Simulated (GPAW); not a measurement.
## PbO (Litharge): optical spectrum from first principles

Aim: the dielectric function of PbO (Litharge), and the optical constants that follow from it. The cell comes from an older database entry, whose edges can differ from later determinations, mostly by under a per cent.

Program: GPAW 26.7.0. Level of theory: DFT, PBE, plane-wave PAW (GPAW data sets), scalar-relativistic, RPA, optical limit. Results are calculated unless marked as measured.

The database entry behind the starting cell differs from later determinations by our own check (an axis about 0.4 % long against later determinations), so it need not match the best structure at ambient conditions.

**1. The starting structure**

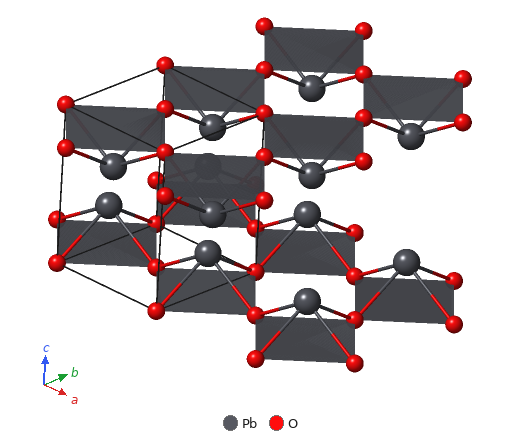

Start, viewed from a free direction; lead dark grey, oxygen red. 2×2×1 cells are drawn. Some periodic images of atoms are drawn too.

**2. Ground state**

The self-consistent density comes first; it also tells whether there is a gap, which decides the occupations and the need for a Drude term.

This step: DFT, PBE, plane-wave PAW (GPAW data sets), scalar-relativistic, ground state (GPAW 26.7.0).

The input, gs.py:

```python
from ase import Atoms
from ase.dft.bandgap import bandgap
from gpaw import GPAW, PW, FermiDirac

atoms = Atoms(['Pb', 'Pb', 'O', 'O'],
              cell=[[3.990000000000, 0.000000000000, 0.000000000000],
                    [0.000000000000, 3.990000000000, 0.000000000000],
                    [0.000000000000, 0.000000000000, 5.010000000000]],
              scaled_positions=[[0.500000000000, 0.000000000000, 0.760000000000],
                                [0.000000000000, 0.500000000000, 0.240000000000],
                                [0.500000000000, 0.500000000000, 0.000000000000],
                                [0.000000000000, 0.000000000000, 0.000000000000]],
              pbc=[True, True, True])
atoms.calc = GPAW(mode=PW(500), xc='PBE', kpts={'size': (6, 6, 5), 'gamma': True},
                  occupations=FermiDirac(0.05), maxiter=150, txt='gs.txt')
print('energy (eV)', atoms.get_potential_energy())
print('Fermi level (eV)', atoms.calc.get_fermi_level())
print('valence electrons', atoms.calc.get_number_of_electrons())
print('gap (eV)', bandgap(atoms.calc, output=None)[0])
print('direct gap (eV)', bandgap(atoms.calc, direct=True, output=None)[0])
atoms.calc.write('gs.gpw')
```

The run is started by

```bash
OMP_NUM_THREADS=1 python gs.py
```

Numbers of over 12 decimals in the logs are rounded to 6 here.

The log of the run:

```text
__  _  _
 | _ |_)|_||  |
 |__||  | ||/\| - 26.7.0

Versions:
  Python: 3.12.14
  ASE:    3.29.0
  Numpy:  2.5.5
  Scipy:  1.18.1
  Libxc:  7.0.0

Input parameters:
  mode=PW(ecut=500.0),
  kpts=MonkhorstPack(size=(6, 6, 5), gamma=True),
  maxiter=150,
  occupations=Occupations(name='fermi-dirac', width=0.05, fixmagmom=False),
  xc=XC(name='PBE')

Diagonalizing LCAO Hamiltonian
Converting LCAO to pw mode
   .---------.
  /|         |
 * |         |
 | |  Pb     |
 | |         |
 | |         |
 |Pb---------.
 |/    O    /
 O---------*

Atoms  # Å, Bohr magnetons
|   | symbol |        x |        y |        z |    initial magnetic moments |
| 0 |     Pb | 1.995000 | 0.000000 | 3.807600 | ( 0.0000,  0.0000,  0.0000) |
| 1 |     Pb | 0.000000 | 1.995000 | 1.202400 | ( 0.0000,  0.0000,  0.0000) |
| 2 |      O | 1.995000 | 1.995000 | 0.000000 | ( 0.0000,  0.0000,  0.0000) |
| 3 |      O | 0.000000 | 0.000000 | 0.000000 | ( 0.0000,  0.0000,  0.0000) |

Unit cell  # Å
| periodic |        x |        y |        z |  lengths |    angles |
|      yes | 3.990000 | 0.000000 | 0.000000 | 3.990000 | 90.000000 |
|      yes | 0.000000 | 3.990000 | 0.000000 | 3.990000 | 90.000000 |
|      yes | 0.000000 | 0.000000 | 5.010000 | 5.010000 | 90.000000 |

Number of symmetries: 8
Symmetry operations  # r_c * U_cc + t_c -> r_c
|   | kind |            matrix            |
| 0 |  E   |  1, 0, 0,  0, 1, 0,  0, 0, 1 |
| 1 |  σ   |  1, 0, 0,  0,-1, 0,  0, 0, 1 |
| 2 |  C2  |  0, 1, 0,  1, 0, 0,  0, 0,-1 |
| 3 |  S4  |  0, 1, 0, -1, 0, 0,  0, 0,-1 |
| 4 |  S4  |  0,-1, 0,  1, 0, 0,  0, 0,-1 |
| 5 |  C2  |  0,-1, 0, -1, 0, 0,  0, 0,-1 |
| 6 |  σ   | -1, 0, 0,  0, 1, 0,  0, 0, 1 |
| 7 |  C2  | -1, 0, 0,  0,-1, 0,  0, 0, 1 |

BZ-sampling:
  Number of BZ points: 180
  Number of IBZ points: 30

  Monkhorst-Pack size: [6, 6, 5]
  Monkhorst-Pack shift: [0.083333, 0.083333, 0.0]

K-points  # in reciprocal-cell coordinates
|     |                                coordinates |     weight |
|   0 | (  0.00000000,   0.00000000,   0.00000000) | 0.00555556 |
|   1 | (  0.00000000,   0.00000000,   0.20000000) | 0.01111111 |
|   2 | (  0.00000000,   0.00000000,   0.40000000) | 0.01111111 |
|   3 | (  0.16666667,   0.00000000,   0.00000000) | 0.02222222 |
|   4 | (  0.16666667,   0.00000000,   0.20000000) | 0.04444444 |
|   5 | (  0.16666667,   0.00000000,   0.40000000) | 0.04444444 |
|   6 | (  0.16666667,   0.16666667,   0.00000000) | 0.02222222 |
|   7 | (  0.16666667,   0.16666667,   0.20000000) | 0.04444444 |
|   8 | (  0.16666667,   0.16666667,   0.40000000) | 0.04444444 |
|   9 | (  0.33333333,   0.00000000,   0.00000000) | 0.02222222 |
| ... |                                            |            |
|  29 | (  0.50000000,   0.50000000,   0.40000000) | 0.01111111 |

Plane wave coefficients: 2051
Cutoff: 500.0 eV

Spin-components: 1 (collinear spins)
Bands:           26
Projectors:      22
Spin-degeneracy: 2
Datatype:        complex128

Parallelization:
  kpt:    1
  domain: 1
  band:   1

Density:
  Valence electrons: 40.0
  Components: 1
  Grid points: [21 21 27]
  Charge: 0.0  # |e|

Potential:
  Grid points: [21 21 27]

species:
  Pb:
    name:    Lead
    id:
    Z:       82.0
    valence: 14
    core:    68
    charge:  0.0  # [|e|]
    compensation charges:
      type: gauss
      rc: 0.38  # [Å]
      lmax: 2
    cutoffs:
      filter: 2.36  # [Å]
      core: 2.43  # [Å]
    projectors
    | kind |    occ | energy [eV] | rcut [Å] |
    |   6s |  2.000 |     -11.969 |    1.259 |
    |   6p |  2.000 |      -3.506 |    1.275 |
    |   5d | 10.000 |     -21.211 |    1.217 |
    |    s |        |      15.243 |    1.259 |
    |    p |        |      23.705 |    1.275 |
    |    d |        |       6.001 |    1.217 |

    Using partial waves for Pb as LCAO basis

  O:
    name:    Oxygen
    id:
    Z:       8.0
    valence: 6
    core:    2
    charge:  0.0  # [|e|]
    compensation charges:
      type: gauss
      rc: 0.21  # [Å]
      lmax: 2
    cutoffs:
      filter: 1.17  # [Å]
      core: 0.83  # [Å]
    projectors
    | kind |    occ | energy [eV] | rcut [Å] |
    |   2s |  2.000 |     -23.961 |    0.688 |
    |   2p |  4.000 |      -9.029 |    0.598 |
    |    s |        |       3.251 |    0.688 |
    |    p |        |      18.182 |    0.598 |
    |    d |        |       0.000 |    0.619 |

    Using partial waves for O as LCAO basis

Reference energy: -1138630.631331  # eV

eigensolver:
  PPCG
  Converge bands: occupied
  niter=2

density mixing:
  MSR1-Mixer
  Pratt-step length: 0.05
  Maximum mixing coefficient: 0.75
  Old densities: 10
  SVD Regularization: 0.005
  Good broyden scale: 1.0
  Trust region scale: 1.0
  Backstep threshold: 4.0
  History deletion threshold: 6.0
  Fourier metric: weight=20.0, sigma=0.015

occupation numbers:
  Fermi-Dirac:
    width: 0.0500  # eV

poisson solver:
  ecut: 4000.0  # eV

xc functional:
  name: PBE with 2 nearest neighbor stencil

convergence criteria:
- Maximum [total energy] change in last 3 cyles: 0.0005 eV / valence electron
- Maximum integral of absolute [dens]ity change: 0.0001 electrons / valence electron
- Maximum integral of absolute [eigenst]ate change: 4e-08 eV^2 / valence electron
maximum number of iterations: 150

SCF iterations
|iter     |      energy | eigst |  dens |
|iter:   1||  -25.445842 | +0.15 |       |
|iter:   2||  -24.144186 | -1.00 | -0.97 |
|iter:   3||  -21.601736 | -0.37 | -1.04 |
|iter:   4||  -21.574878 | -2.44 | -1.51 |
|iter:   5||  -21.571349 | -2.45 | -1.71 |
|iter:   6||  -21.571865c| -3.63 | -2.57 |
|iter:   7||  -21.572109c| -4.88 | -2.99 |
|iter:   8||  -21.572121c| -5.36 | -3.58 |
|iter:   9||  -21.572115c| -6.06 | -3.91 |
|iter:  10||  -21.572116c| -7.38 | -4.45c|
|iter:  11||  -21.572116c| -7.55c| -4.82c|

Converged in 11 steps
SCF loop duration: 24.094 s (2.190 s/step)
Energy contributions relative to reference atoms: (reference = -1138630.631331)

Energy contributions:
  Kinetic:          38.522839
  Coulomb:         -36.636523
  Zero:             -0.156787
  External:          0.000000
  Xc:              -23.301644
  Entropy:          -0.000000
  Spinorbit:         0.000000
  ----------------------------
  Free energy:     -21.572116
  Extrapolated:    -21.572116

dipole moment: (-27.979117, -27.979117, -28.253816)  # |e|*Ang

Fermi level: 6.213
Eigenvalues  # (at kpt = [0.000, 0.000, 0.000])
| band index |      eig [eV] | occ [0-2] |
|          0 |       -12.694 |     2.000 |
|        ... |               |           |
|         12 |        -1.458 |     2.000 |
|         13 |        -1.075 |     2.000 |
|         14 |         1.421 |     2.000 |
|         15 |         1.421 |     2.000 |
|         16 |         3.943 |     2.000 |
|         17 |         4.009 |     2.000 |
|         18 |         4.009 |     2.000 |
|         19 |         5.633 |     2.000 |
|         20 |         8.019 |     0.000 |
|         21 |        11.150 |     0.000 |
|         22 |        11.150 |     0.000 |
|         23 |        11.181 |     0.000 |
|         24 |        12.206 |     0.000 |
|         25 |        12.206 |     0.000 |

Gap: 1.127 eV
Transition (v -> c):
  (s=0, k=0, n=19, [0.00, 0.00, 0.00]) -> (s=0, k=27, n=20, [0.50, 0.50, 0.00])
Direct/indirect transitions are different
Direct gap: 2.117 eV
Transition at: (s=0, k=27, n=19, [0.50, 0.50, 0.00])

--- standard output ---
energy (eV) -21.572116
Fermi level (eV) 6.212546
valence electrons 40.0
gap (eV) 1.126855
direct gap (eV) 2.116901
```

Run time: 26 s. Hardware: 1 thread of Arm Neoverse V2, shared host; peak memory 0.18 GiB.

Numbers from this step:

```
energy                 : -21.57 eV
Fermi energy           : 6.213 eV
gap on the k-mesh      : 1.127 eV
direct gap on the mesh : 2.117 eV
electrons              : 40
```

There is a gap, 1.13 eV on this mesh (points off the mesh can give less), so no carriers' term is needed.

**3. Bands for the response**

The response needs many more empty bands than the density does.

This step: DFT, PBE, plane-wave PAW (GPAW data sets), scalar-relativistic, bands at fixed density (GPAW 26.7.0).

The input, nscf.py:

```python
from ase.dft.bandgap import bandgap
from gpaw import GPAW, FermiDirac

calc = GPAW('gs.gpw').fixed_density(kpts={'size': (8, 8, 6), 'gamma': True}, nbands=65, convergence={'bands': 59},
                                    occupations=FermiDirac(0.001), txt='nscf.txt')
print('gap (eV)', bandgap(calc, output=None)[0])
print('direct gap (eV)', bandgap(calc, direct=True, output=None)[0])
print('top band over the Fermi level (eV)', min(calc.get_eigenvalues(kpt=k)[58] for k in range(len(calc.get_ibz_k_points()))) - calc.get_fermi_level())
calc.write('full.gpw', mode='all')
```

The run is started by

```bash
OMP_NUM_THREADS=1 python nscf.py
```

The log of the run:

```text
Diagonalizing LCAO Hamiltonian
Converting LCAO to pw mode
convergence criteria:
- Maximum integral of absolute [eigenst]ate change: 4e-08 eV^2 / valence electron
maximum number of iterations: 150

SCF iterations
|iter     |      energy | eigst |  dens |
|iter:   1||             | +3.48 |       |
|iter:   2||             | +2.25 |       |
|iter:   3||             | +1.20 |       |
|iter:   4||             | +0.11 |       |
|iter:   5||             | -0.64 |       |
|iter:   6||             | -1.47 |       |
|iter:   7||             | -2.20 |       |
|iter:   8||             | -3.04 |       |
|iter:   9||             | -3.76 |       |
|iter:  10||             | -4.55 |       |
|iter:  11||             | -5.24 |       |
|iter:  12||             | -5.91 |       |
|iter:  13||             | -6.56 |       |
|iter:  14||             | -7.12 |       |
|iter:  15||             | -7.55c|       |
SCF steps: 15
  __  _  _
 | _ |_)|_||  |
 |__||  | ||/\| - 26.7.0

Versions:
  Python: 3.12.14
  ASE:    3.29.0
  Numpy:  2.5.5
  Scipy:  1.18.1
  Libxc:  7.0.0

Input parameters:
  mode=PW(ecut=500.0),
  convergence={'bands': 59},
  gpts=array([21, 21, 27]),
  kpts=MonkhorstPack(size=(8, 8, 6), gamma=True),
  maxiter=150,
  nbands=65,
  occupations=Occupations(name='fermi-dirac', width=0.001, fixmagmom=False),
  parallel={},
  xc=XC(name='PBE')

--- standard output ---
gap (eV) 1.125716
direct gap (eV) 2.116901
top band over the Fermi level (eV) 28.775790
```

Run time: 2.8 min. Hardware: 1 thread; peak memory 0.31 GiB.

This step gave:

| Item | Value |
| --- | --- |
| gap on the k-mesh | 1.126 eV |

**4. Dielectric function, RPA**

Transitions between filled and empty bands, summed over the zone, give the optical response, so mesh, band count and broadening shape it.

The induced potential is part of this response.

This step: DFT, PBE, plane-wave PAW (GPAW data sets), scalar-relativistic, RPA, optical limit (GPAW 26.7.0).

The input, df.py:

```python
from gpaw.response.df import DielectricFunction

df = DielectricFunction('full.gpw', frequencies={'type': 'nonlinear', 'domega0': 0.03, 'omega2': 8},
                        ecut=60,
                        eta=0.1,
                        nbands=59,
                        txt='df.txt')
for direction in ['x', 'z']:
    df.get_dielectric_function(xc='RPA', direction=direction, filename=f'df_{direction}.csv')
```

The run is started by

```bash
OMP_NUM_THREADS=1 python df.py
```

The log of the run:

```text
Using integrator: PointIntegrator
NonLinearFrequencyDescriptor(from 0.000 to 51.823 eV, 470 points)
Nonperiodic BCs:  [False False False]
Using integrator: PointIntegrator
NonLinearFrequencyDescriptor(from 0.000 to 51.823 eV, 470 points)
Nonperiodic BCs:  [False False False]

Calculating chi0 body with:
    Ground state adapter containing:
    Number of spins: 1
    Number of kpoints: 384
    Number of irreducible kpoints: 60
    Number of completely occupied states: 20
    Number of partially occupied states: 20

    Linear response parametrization:
    q_c: [0.0, 0.0, 0.0]
    Number of frequency points: 470
    Planewave cutoff: 60.0
    Number of bands: 59
    Number of planewaves: 83
    Broadening (eta): 0.1

Integrating chi0 body.

Symmetries of q_c:
    Direct symmetries (Uq -> q): 8
    Indirect symmetries (TUq -> q): 8
In total 16 allowed symmetries.

60 groups of equivalent kpoints. 84.375% reduction.

Integral kind: spectral function

Calculating chi0 optical extensions with:
    Ground state adapter containing:
    Number of spins: 1
    Number of kpoints: 384
    Number of irreducible kpoints: 60
    Number of completely occupied states: 20
    Number of partially occupied states: 20

    Linear response parametrization:
    Number of frequency points: 470
    Planewave cutoff: 60.0
    Number of bands: 59
    Number of planewaves: 83
    Broadening (eta): 0.1
Integrating chi0 head and wings.

Symmetries of q_c:
    Direct symmetries (Uq -> q): 8
    Indirect symmetries (TUq -> q): 8
In total 16 allowed symmetries.

60 groups of equivalent kpoints. 84.375% reduction.

Integral kind: spectral function wings
```

Elapsed: 25 s, on 1 thread; peak memory 0.39 GiB.

Read-outs, printed or worked out from the files:

* electronic dielectric constant ε∞, mean over x, y and z (by symmetry where fewer were run): 6.324
* main peak of Im epsilon, first axis: 4.026 eV

The Im ε has structure finer than the step of the table below, so its rows give means over 2 eV, whole bins alone (the curve runs from 0 to 21.9 eV). Peaks (eV: height): E ∥ x 4.0: 12.0, 4.6: 11.3, 6.7: 6.27; E ∥ z 4.6: 13.7, 7.0: 5.14.

Values under the direct gap are tails of Lorentzian lines. Table of Im ε by photon energy; means over each step:

```csv
photon energy (eV),E ∥ x,E ∥ z
2,0.694,0.630
4,8.52,8.13
6,5.47,4.23
8,2.68,2.69
10,2.12,1.54
12,1.01,1.12
14,0.992,0.602
16,1.10,0.831
18,0.828,0.533
20,0.672,0.597
```

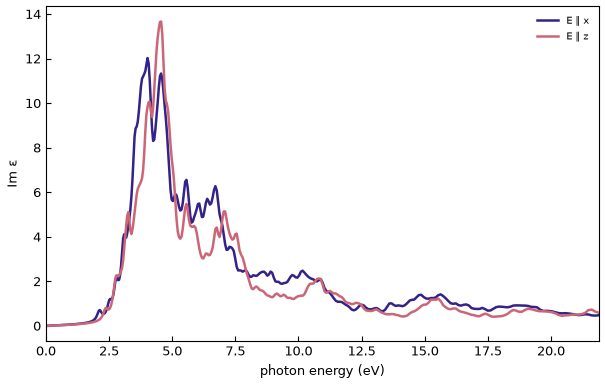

Im ε, plotted against photon energy.

Re ε against photon energy:

```
photon energy (eV)   E ∥ x    E ∥ z
                 0    6.52     5.94
                 2    8.15     7.28
                 4    5.88     8.79
                 6    1.07   -0.674
                 8  -0.488    -1.48
                10   0.300    0.571
                12  -0.148  -0.0272
                14   0.704    0.574
                16   0.204    0.433
                18   0.540    0.840
                20   0.331    0.657
```

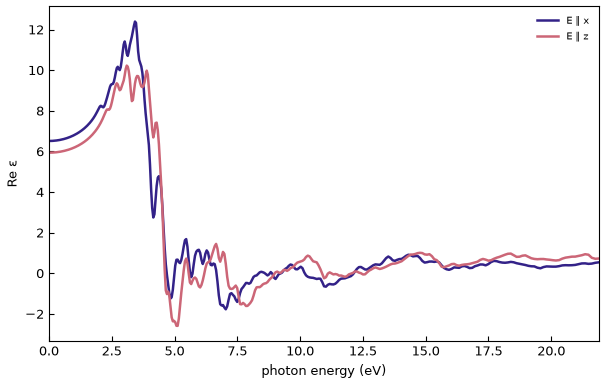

Re ε against photon energy.

The loss function −Im 1/ε at q → 0 has structure finer than the step of the table below, so its rows give means over 1 eV, whole bins alone (the curve runs from 0 to 21.9 eV). Peaks (eV: height): E ∥ x 12.2: 1.41, 12.8: 1.18, 16.9: 1.12, 20.2: 1.27; E ∥ z 9.0: 0.777, 12.7: 1.43, 13.3: 1.41, 16.3: 1.12, 20.2: 0.786.

Values under the direct gap are tails of Lorentzian lines. Table of loss function −Im 1/ε at q → 0 by energy loss; means over each step:

```
energy loss (eV)    E ∥ x    E ∥ z
               1  0.00139  0.00143
               2  0.00619  0.00556
               3   0.0237   0.0296
               4   0.0703   0.0571
               5    0.144    0.144
               6    0.184    0.257
               7    0.212    0.229
               8    0.401    0.357
               9    0.463    0.696
              10    0.443    0.631
              11    0.548    0.572
              12     1.06    0.909
              13    0.980     1.32
              14    0.641    0.814
              15    0.622    0.542
              16    0.846    0.977
              17     1.01    0.889
              18    0.840    0.539
              19    0.941    0.622
              20     1.22    0.726
              21     1.13    0.530
```

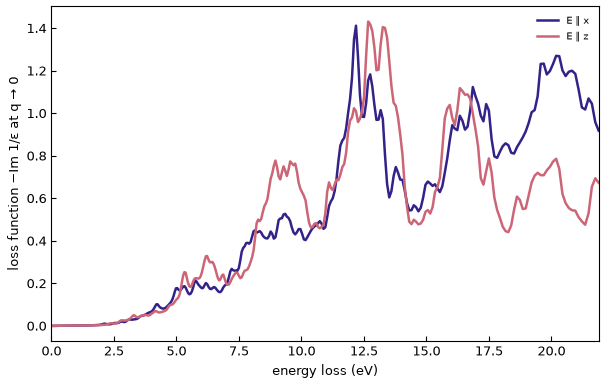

Loss function −Im 1/ε at q → 0, plotted against energy loss.

Table of refractive index n and extinction k by photon energy:

```csv
photon energy (eV),"n, E ∥ x","k, E ∥ x","n, E ∥ z","k, E ∥ z"
0,2.55,0,2.44,0
2,2.86,0.0738,2.70,0.0396
4,3.09,1.92,3.31,1.46
6,1.81,1.49,1.30,1.53
8,0.978,1.20,0.764,1.44
10,1.13,0.986,1.00,0.662
12,0.599,0.712,0.706,0.725
14,0.963,0.472,0.808,0.282
16,0.797,0.656,0.807,0.467
18,0.882,0.488,0.944,0.229
20,0.730,0.449,0.883,0.350
```

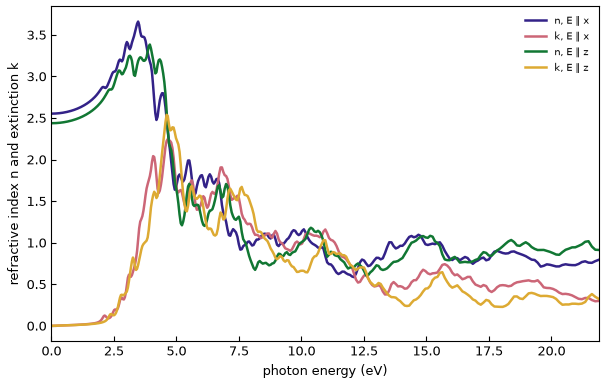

Refractive index n and extinction k against photon energy.

The reflectivity at normal incidence has structure finer than the step of the table below, so its rows give means over 1 eV, whole bins alone (the curve runs from 0 to 21.9 eV). Peaks (eV: height): E ∥ x 4.1: 40.1, 4.8: 42.4, 5.6: 34.1, 7.0: 40.4, 11.0: 29.8, 15.8: 13.9, 19.6: 10.8; E ∥ z 4.7: 46.6, 5.6: 33.6, 8.0: 41.0, 11.0: 22.9, 15.6: 11.3.

Reflectivity at normal incidence against photon energy; means over each step:

```csv
photon energy (eV),E ∥ x (%),E ∥ z (%)
1,20.0,18.3
2,23.1,21.3
3,29.9,27.3
4,37.0,35.0
5,35.1,40.9
6,29.4,27.9
7,36.3,27.6
8,26.4,36.2
9,20.8,20.2
10,19.6,11.0
11,26.7,18.2
12,18.9,18.1
13,8.12,12.1
14,5.65,3.63
15,8.86,4.92
16,11.9,8.47
17,8.93,4.15
18,6.24,1.96
19,8.78,3.37
20,8.59,3.37
21,5.89,2.00
```

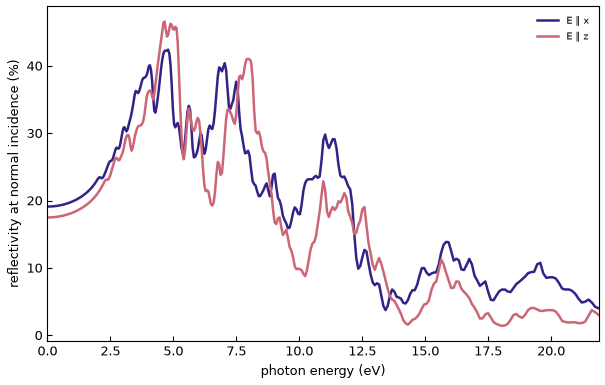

Reflectivity at normal incidence against photon energy.

At chosen wavelengths:

```
wavelength (nm)   n x    k x  R (%) x   1/α x   n z    k z  R (%) z   1/α z
           1064  2.63  0.015     20.2  5.7 µm  2.51  0.013     18.5  6.4 µm
            633  2.84  0.060     23.0  838 nm  2.68  0.037     20.9  1.4 µm
            532  2.96  0.097     24.5  438 nm  2.84  0.129     23.1  329 nm
            450  3.20  0.316     27.8  113 nm  3.06  0.350     26.3  102 nm
            405  3.39  0.581     30.9   55 nm  3.21  0.466     28.4   69 nm
            248  1.68  1.676     32.8   12 nm  1.63  2.244     45.4  8.8 nm
            193  1.75  1.604     30.9  9.6 nm  1.40  1.141     20.7   13 nm
```

Below the direct gap, k and the depth come from the tails of the Lorentzian lines, not from transitions.

At 1064 nm the birefringence n(z) − n(x) is -0.123: the crystal is uniaxial negative at this level.

**5. What came out**

- electronic dielectric constant ε∞, mean over x, y and z (by symmetry where fewer were run) (RPA): 6.32
- main peak of Im epsilon, first axis: 4.03 eV

What this shows: At this level (PBE, RPA) PbO has a mean ε∞ = 6.32 and n = 2.59 at 1550 nm (E ∥ x), and Im ε peaks at 4.0 eV (E ∥ x). On the mesh the gap is 1.13 eV and the least direct gap 2.12 eV, so on this mesh the band edges lie at different points. Local fields change the static value along x from 7.18 to 6.52 (-9 %). Distinct maxima of Im ε, read by a parabola through the highest points, lie at 4.03 eV (12), 4.55 eV (11), 5.55 eV (6.6) and 6.71 eV (6.3) for E ∥ x. The static values by axis are 6.52 (x), 5.94 (z). At 1064 nm the birefringence n(z) − n(x) is -0.123: the crystal is uniaxial negative at this level. Excitons and phonon-assisted transitions are missing; PBE gaps are as a rule too small, which pulls the onset down and ε∞ up, while the missing spin-orbit coupling works the other way with such heavy atoms. Spin-orbit coupling is left out although heavy atoms are present. The sum runs over mesh points, so small or evenly spaced maxima can still be ripples of the mesh. In this version of GPAW the matrix elements of the optical limit are incomplete, which can lower ε − 1 by up to a tenth where first-row anions or d states rule, and shift it by more in d metals.

[Machine, clock and banner lines and Python warnings are left out of the logs.]

[Logs are printed without paths, hosts, clocks, repeated set-up lines and the standing remarks that a program may print on its own settings, such as how far it seeks lower states.]

[Hosts, paths, dates, database ids (printed as entryN), source tags and the programs' standing remarks are cut or masked in the printed files.]
